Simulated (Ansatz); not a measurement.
| atom | x (Å) | y (Å) | z (Å) |
| --- | --- | --- | --- |
| Al | -0.8982 | -1.0314 | -0.0002 |
| O | 0.8836 | 1.5394 | -0.3799 |
| Cl | 0.2756 | -2.2338 | -1.2383 |
| Cl | -2.8036 | -0.4097 | -0.5473 |
| H | 0.8786 | 1.5116 | 0.5902 |
| Br | -0.1007 | -0.5868 | 2.1864 |
| H | 1.7646 | 1.2107 | -0.6109 |

Not at a stationary point (largest force 1.5 eV/Å).

Theory: Ansatz 0.2.0, RKS B3LYP-D4/def2-SVP.

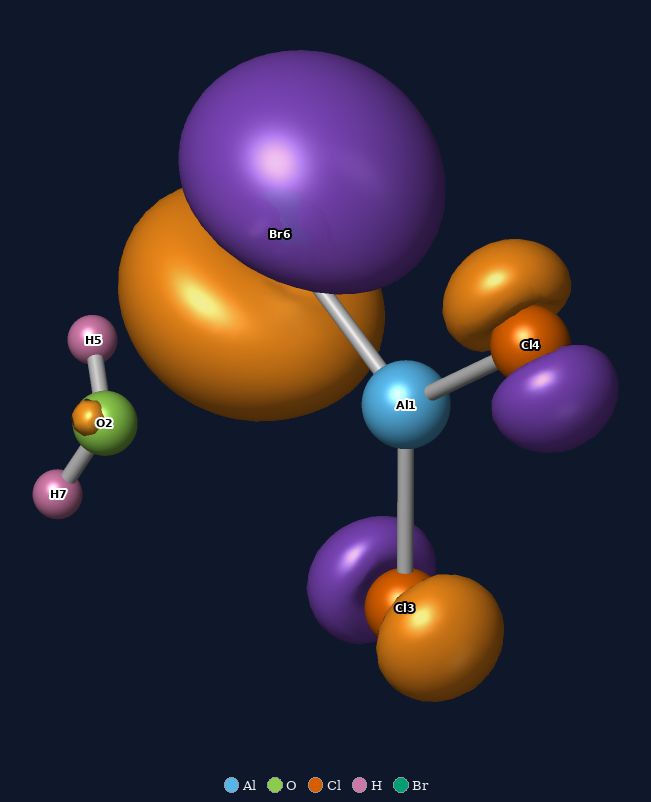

AlBrCl₂···H₂O. The HOMO at ±0.1 Å⁻³ᐟ² (orange and purple are the two phases), seen at a tilt.

Describe this orbital and give its energy.

Answer. By Hirshfeld shares it lies mainly on Br6 (about 85 %); largely a lone pair of Br6. Its energy is −8.27 eV.
